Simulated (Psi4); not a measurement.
**MP2/def2-SVP (core potential) run of C2HClFIn (SMILES C#[C][In]([F])[Cl])**

What is the energy change on altering one bond length of C2HClFIn at MP2/def2-SVP (core potential)? 

The results are computed with Psi4 1.11.

1 further run of the same task is left out (set aside as unsound or not needed). Runs told in other sessions of the task aren't counted.

### 1 Starting point

C2HClFIn: 6 atoms, total charge 0, spin state singlet. As SMILES, `C#[C][In]([F])[Cl]`. Geometry: relaxed at PBE0-D4/def2-TZVP.

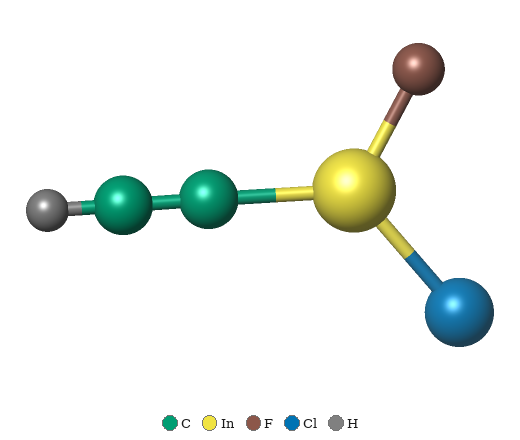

The structure, seen from a chosen angle (carbon teal, indium yellow, fluorine brown, chlorine blue, hydrogen grey).

### 2 A single-point energy at MP2/def2-SVP (core potential)

job.json reads:

```json
{
  "schema_name": "qcschema_input",
  "schema_version": 1,
  "molecule": {
    "schema_name": "qcschema_molecule",
    "schema_version": 2,
    "symbols": ["C", "C", "In", "F", "Cl", "H"],
    "geometry": [2.05658894, 0.6430738, 3.21404619, 0.8294008, 0.22695611, 1.3392489, -1.23928239, -0.44540845, -1.86081331, -3.35161825, -3.41397922, -2.12348525, -1.43468007, 1.98326757, -5.44411199, 3.13977996, 1.00609019, 4.87530443],
    "molecular_charge": 0,
    "molecular_multiplicity": 1,
    "fix_symmetry": "c1",
    "fix_com": true,
    "fix_orientation": true
  },
  "driver": "energy",
  "model": {
    "method": "mp2",
    "basis": "def2-SVP"
  },
  "keywords": {
    "puream": true,
    "e_convergence": 1e-09,
    "d_convergence": 1e-08,
    "scf_type": "pk",
    "num_frozen_docc": 12,
    "mp2_type": "conv"
  }
}
```

Launch:

```console
psi4 --qcschema job.json -n 1 --memory 2200MB
```

stdout, cut to the lines that bear on the results:

```text
[...]
    !!!  WARNING: ECP capability is in beta. Please check occupations closely.  !!!
[...]
  Running in c1 symmetry.
[...]
  Nuclear repulsion =  274.588230522929678
[...]
  Multiplicity = 1
[...]
  Nalpha       = 30
  Nbeta        = 30
[...]
    Number of basis functions: 91
[...]
   @RHF iter   1:  -824.06317628092290   -2.14695e+00   5.72178e-03 DIIS/ADIIS
[...]
   @RHF iter  13:  -824.19385661996762   -5.68434e-12   6.88694e-09 DIIS
[...]
    Orbital Energies [Eh]
    ---------------------
    Doubly Occupied:
       1A   -104.785943     2A    -26.215500     3A    -11.273298
       4A    -11.253912     5A    -10.548319     6A     -8.022799
       7A     -8.020432     8A     -8.020259     9A     -5.450146
      10A     -3.712538    11A     -3.706489    12A     -3.704204
      13A     -1.467760    14A     -1.126166    15A     -1.104380
      16A     -1.097250    17A     -1.095093    18A     -1.090439
      19A     -1.038977    20A     -1.028438    21A     -0.752516
      22A     -0.639275    23A     -0.587978    24A     -0.580196
      25A     -0.562437    26A     -0.499841    27A     -0.466372
      28A     -0.460724    29A     -0.431441    30A     -0.429636
[...]
  @RHF Final Energy:  -824.19385661996762
   => Energetics <=
    Nuclear Repulsion Energy =            274.5882305229296776
    One-Electron Energy =               -1759.2186600537097547
    Two-Electron Energy =                 660.4365729108124015
    Total Energy =                       -824.1938566199676188
[...]
 Multipole Moments:
 ------------------------------------------------------------------------------------
     Multipole            Electronic (a.u.)      Nuclear  (a.u.)        Total (a.u.)
 ------------------------------------------------------------------------------------
 L = 1.  Multiply by 2.5417464519 to convert [e a0] to [Debye]
 Dipole X            :         60.9938394          -60.1233372            0.8705021
 Dipole Y            :          0.6737723           -0.1375721            0.5362002
 Dipole Z            :        119.5560041         -118.5432756            1.0127284
 Magnitude           :                                                    1.4390634
[...]
	SCS-MP2 Total Energy (a.u.)        :  -824.81437986248659
	SOS-MP2 Total Energy (a.u.)        :  -824.75642998460637
	SCSN-MP2 Total Energy (a.u.)       :  -824.49983197517531
[...]
	SOS-PI-MP2 Total Energy (a.u.)     :  -824.85019221204618
[...]
	MP2 Total Energy (a.u.)            :  -824.83651739080722
[...]
```

The result, in JSON:

```text
{
 "driver": "energy",
 "model": {
  "method": "mp2",
  "basis": "def2-SVP"
 },
 "success": true,
 "return_result": -824.8365173908072,
 "properties": {
  "calcinfo_nbasis": 91,
  "calcinfo_nmo": 91,
  "calcinfo_nalpha": 30,
  "calcinfo_nbeta": 30,
  "calcinfo_natom": 6,
  "nuclear_repulsion_energy": 274.5882305229297,
  "return_energy": -824.8365173908072,
  "scf_one_electron_energy": -1759.2186600537098,
  "scf_two_electron_energy": 660.4365729108124,
  "scf_dipole_moment": [0.8705021212318016, 0.536200215646923, 1.0127284453035088],
  "scf_total_energy": -824.1938566199676,
  "scf_iterations": 13,
  "mp2_same_spin_correlation_energy": -0.17384963364069472,
  "mp2_opposite_spin_correlation_energy": -0.4688111371989478,
  "mp2_singles_energy": 0.0,
  "mp2_doubles_energy": -0.6426607708396426,
  "mp2_correlation_energy": -0.6426607708395977,
  "mp2_total_energy": -824.8365173908072
 }
}
```

Wall time 4.2 s (1 thread of Intel Xeon 6975P-C (Granite Rapids), shared host); peak memory 0.48 GiB.

### 3 The distorted shape

run_ase.py reads:

```python
import numpy as np
from ase.calculators.psi4 import Psi4
from ase import Atoms

mol = Atoms(['C', 'C', 'In', 'F', 'Cl', 'H'], positions=[
    [1.119318, -0.045235, 2.269623],
    [0.469918, -0.265435, 1.277523],
    [-0.624782, -0.621235, -0.415877],
    [-1.742582, -2.192135, -0.554877],
    [-0.759200, 1.049500, -2.880900],
    [1.692518, 0.146865, 3.148723],
])
calc = Psi4(atoms=mol, method='mp2', basis='def2-SVP', memory='2200MB', num_threads=1, charge=0, multiplicity=1, label='psi4-calc')
calc.psi4.set_options({'puream': True, 'e_convergence': 1e-09, 'd_convergence': 1e-08, 'scf_type': 'pk', 'num_frozen_docc': 12, 'mp2_type': 'conv'})
mol.calc = calc

print(f'energy: {mol.get_potential_energy():.6f} eV')
```

Launch:

```console
python run_ase.py
```

psi4-calc.dat, cut to the lines that bear on the results:

```text
[...]
  Running in c1 symmetry.
[...]
  Nuclear repulsion =  248.938446878480789
[...]
  Multiplicity = 1
[...]
  Nalpha       = 30
  Nbeta        = 30
[...]
    Number of basis functions: 91
[...]
   @RHF iter   1:  -823.96869624848648   -2.31498e+00   6.05774e-03 ADIIS/DIIS
[...]
   @RHF iter  14:  -824.13591729448819   -6.13909e-12   7.50475e-09 DIIS
[...]
    Orbital Energies [Eh]
    ---------------------
    Doubly Occupied:
       1A   -104.737235     2A    -26.244487     3A    -11.295804
       4A    -11.276727     5A    -10.494331     6A     -7.968695
       7A     -7.966698     8A     -7.966652     9A     -5.487431
      10A     -3.749869    11A     -3.742514    12A     -3.741439
      13A     -1.493926    14A     -1.140004    15A     -1.131849
      16A     -1.131035    17A     -1.129613    18A     -1.121577
      19A     -1.049242    20A     -0.987763    21A     -0.771030
      22A     -0.656864    23A     -0.608665    24A     -0.605692
      25A     -0.582142    26A     -0.452936    27A     -0.452104
      28A     -0.411154    29A     -0.403484    30A     -0.402687
[...]
  @RHF Final Energy:  -824.13591729448819
   => Energetics <=
    Nuclear Repulsion Energy =            248.9384468784807893
    One-Electron Energy =               -1707.7414274682255382
    Two-Electron Energy =                 634.6670632952565256
    Total Energy =                       -824.1359172944881948
[...]
 Multipole Moments:
 ------------------------------------------------------------------------------------
     Multipole            Electronic (a.u.)      Nuclear  (a.u.)        Total (a.u.)
 ------------------------------------------------------------------------------------
 L = 1.  Multiply by 2.5417464519 to convert [e a0] to [Debye]
 Dipole X            :         -6.1239262            7.1175228            0.9935966
 Dipole Y            :        -15.3688049           15.2669664           -0.1018385
 Dipole Z            :          8.1401165           -6.0443209            2.0957956
 Magnitude           :                                                    2.3216297
[...]
	SCS-MP2 Total Energy (a.u.)        :  -824.75840195642706
	SOS-MP2 Total Energy (a.u.)        :  -824.70107576853763
	SCSN-MP2 Total Energy (a.u.)       :  -824.43859956654444
[...]
	SOS-PI-MP2 Total Energy (a.u.)     :  -824.79526884754591
[...]
	MP2 Total Energy (a.u.)            :  -824.77886125319776
[...]
```

Standard output:

```text
energy: -22443.375978 eV
```

It took 4.2 s on 1 thread of Intel Xeon 6975P-C (Granite Rapids), shared host; peak memory 0.49 GiB.

### 4 Summary of results

Level: MP2/def2-SVP (core potential), 12 core orbitals frozen.

```
                                                           quantity          value
                                          first shape: total energy  -824.83652 Eh
                   first shape: HOMO energy (Hartree–Fock orbitals)      -11.69 eV
                   first shape: LUMO energy (Hartree–Fock orbitals)        0.90 eV
                 first shape: HOMO–LUMO gap (Hartree–Fock orbitals)       12.60 eV
          first shape: correlation energy (12 core orbitals frozen)     -642.7 mEh
                                      distorted shape: total energy  -824.77886 Eh
               distorted shape: HOMO energy (Hartree–Fock orbitals)      -10.96 eV
               distorted shape: LUMO energy (Hartree–Fock orbitals)       -0.37 eV
             distorted shape: HOMO–LUMO gap (Hartree–Fock orbitals)       10.59 eV
      distorted shape: correlation energy (12 core orbitals frozen)     -642.9 mEh
energy change with the In3–Cl5 bond stretched from 2.293 to 2.981 Å       1.569 eV
```

What this shows: With the In3–Cl5 bond stretched from 2.293 to 2.981 Å the energy rises by 1.57 eV (151 kJ/mol). The first shape isn't relaxed at this level, so the change isn't measured from a minimum.
